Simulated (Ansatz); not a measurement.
## Electronic structure of BClF₂ in real space

The calculation's input:

```
crystal:
  periodic: [false, false, false]
  atoms:
    - { symbol: B, position_ang: [0.0, 0.0, 0.0] }
    - { symbol: Cl, position_ang: [0.0, 0.0, 1.86] }
    - { symbol: F, position_ang: [1.1431, 0.0, -0.66] }
    - { symbol: F, position_ang: [-1.1431, 0.0, -0.66] }
basis:
  gaussian: { orbitals: def2-SVP }
hamiltonian:
  xc: r2scan
  dispersion: d4
relax:
  f_tol: 0.02
  max_steps: 40
output:
  orbitals: {}
```

Command:

```sh
ansatz run input.yaml --threads 1 --pin off --max-ram 2048MiB --backend cpu --events-out ev --progress --plain --runs-dir out
```

The fields are those of the run's last geometry, not of the input's.

These are results of Ansatz, RKS r2SCAN-D4/def2-SVP, not measurements.

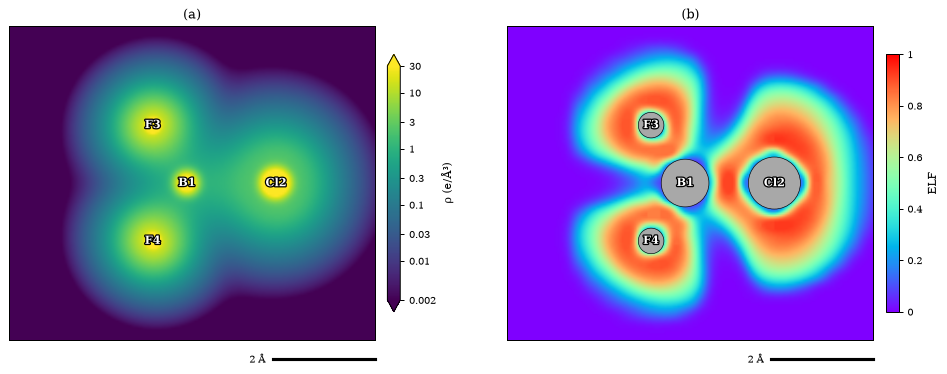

Figure 1. (a) electron density; (b) electron localisation function on the molecular plane. Grey discs cover the atomic cores in the ELF map.

Question: Interpret the plot.

Answer:
- The section cuts through B, Cl and F sites.
- B–F (1.31 Å): ρ is about 2.2 e/Å³ halfway; the ELF peaks at about 0.85 between the atoms: a polar covalent bond.
- B–Cl (1.75 Å): ρ is about 1.4 e/Å³ halfway; the ELF peaks at about 0.90 between the atoms: a shared but strongly polarised pair.
- The ELF also peaks beside F4, Cl2 and F3, away from the bonds: lone-pair regions.

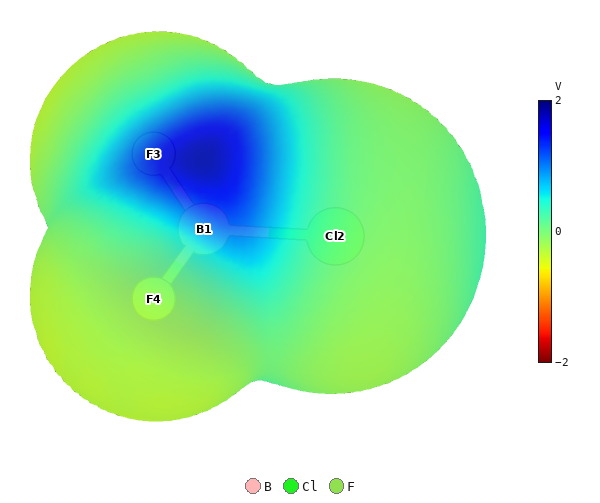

Figure 2. The electrostatic potential painted on the density surface at 0.001 e/bohr³, seen at a tilt; red is negative and blue positive.

Question: Describe the electrostatic potential map.

Answer: The most negative region (about −0.4 V, or −9 kcal/mol for a unit charge) lies over F3 and F4, the most positive (about +1.7 V, or +39 kcal/mol for a unit charge) over B1.

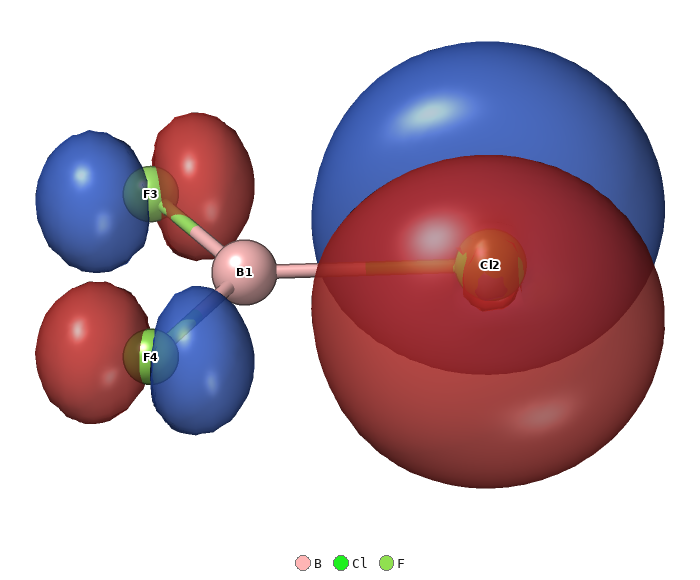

Figure 3. The HOMO at ±0.1 Å⁻³ᐟ² (red and blue are the two phases), seen at an oblique angle.

Question: Describe this orbital and give its energy.

Answer: Its weight (Hirshfeld) is mainly on Cl2 (about 85 %); it is symmetric in the molecular plane (an in-plane orbital: σ, lone-pair or in-plane π type); largely a lone pair of Cl2. Its energy is −8.59 eV.
